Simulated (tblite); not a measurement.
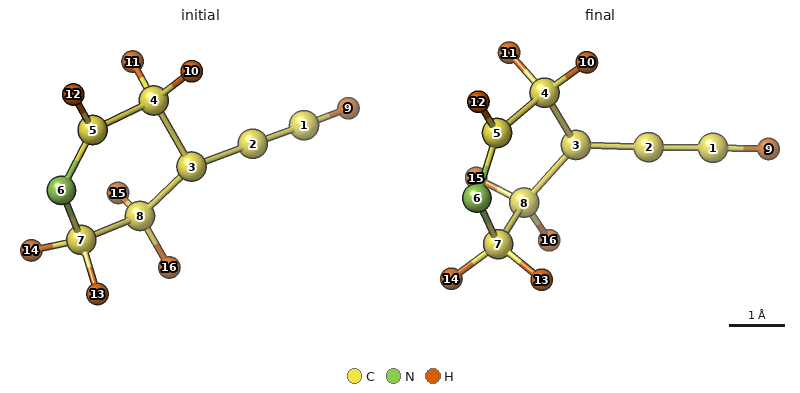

The structure of C7H8N (multiplicity 2) before (left) and after (right) a relaxation, at one scale.

Style: ball-and-stick. Shown at a tilt.

All numbers below come from GFN2-xTB geometry optimisation, gas phase in tblite. 

### Summarise the run.

After 98 geometry steps the energy has fallen by 0.874 eV. The largest move after the best rigid fit is that of H9, 1.15 Å. By element the largest moves are H 1.15 Å, C 0.73 Å, N 0.34 Å. Some distances before and after: C2–C3 1.460 → 1.364 Å, C7–C8 1.496 → 1.549 Å, C3–C4 1.529 → 1.488 Å, C7–H13 1.131 → 1.096 Å. Among the angles between lasting bonds that change: C2–C3–C4 110.6° → 122.4°, C2–C3–C8 113.2° → 122.8°, C7–C8–H15 112.9° → 107.6°. The run took 0.92 s on 1 thread of Intel(R) Xeon(R) Platinum 8259CL CPU @ 2.50GHz, on a shared host.
